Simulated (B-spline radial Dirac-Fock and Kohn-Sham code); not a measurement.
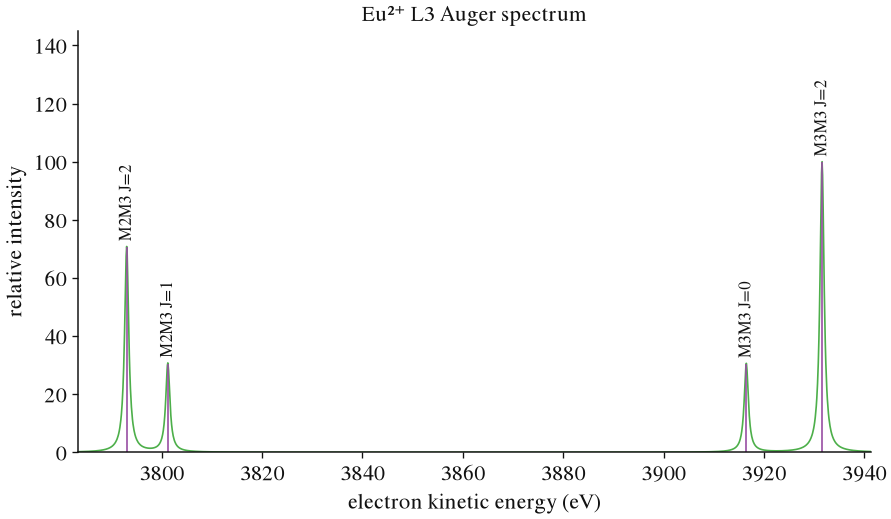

Fig. 1. The Auger multiplet of an L3 hole with both final holes in M23, lines labelled by the leading pair of holes and J, broadened by 1.0 eV full width. Kinetic energies count from the vacuum level; very weak lines are left out. Lines are named by their largest jj component, which in light atoms can differ from the customary names. Species: Eu²⁺ ([Xe] 4f6 5d1), which is not the ground configuration. Computed with a B-spline radial atomic code: Dirac–Fock ΔSCF energies in intermediate coupling of the two holes, Coulomb rates, valence shells as spectators.

The strongest line is L3-M3M3 J=2 at 3.9316 keV (43 % of the multiplet), followed by L3-M2M3 J=2 at 3.7930 keV (30 %), L3-M3M3 J=0 at 3.9165 keV (13 %), L3-M2M3 J=1 at 3.8012 keV (13 %). The lines shown span 3.793 keV to 3.932 keV.
